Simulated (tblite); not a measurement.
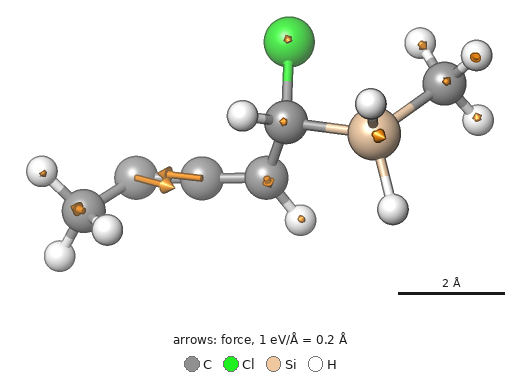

Starting geometry of C₆H₁₀ClSi (multiplicity 2) with the computed forces as orange arrows. A ball-and-stick model, seen from a free direction.

The calculation used GFN2-xTB geometry optimisation, gas phase (tblite). 

Question: Is this structure relaxed? If not, where do the atoms go?

Answer: It isn't relaxed: the largest force vector, on a C atom, is 5.15 eV/Å. The final displacements have little in common with the starting forces (cosine between the two patterns 0.12). An H atom moves most after the best rigid fit: 1.88 Å. Largest moves by element: H 1.88 Å, Cl 1.17 Å, C 0.99 Å, Si 0.36 Å. Near-neighbour distances that change, for instance: C–C 1.317 → 1.218 Å, C–Si 1.853 → 1.935 Å, C–C 1.502 → 1.442 Å, C–C 1.306 → 1.365 Å. Among the angles between lasting bonds that change: C–C–C 114.4° → 179.1°, C–C–H 126.0° → 118.5°, C–Si–H 106.5° → 112.1°. Groups turn about C–C by about 55°, C–Si by about 40°, C–Si by about 35°. After 159 geometry steps the energy has fallen by 40.1 kcal/mol. Cost: 1.8 s on 1 thread of Intel(R) Xeon(R) Platinum 8488C, with other jobs on the host.
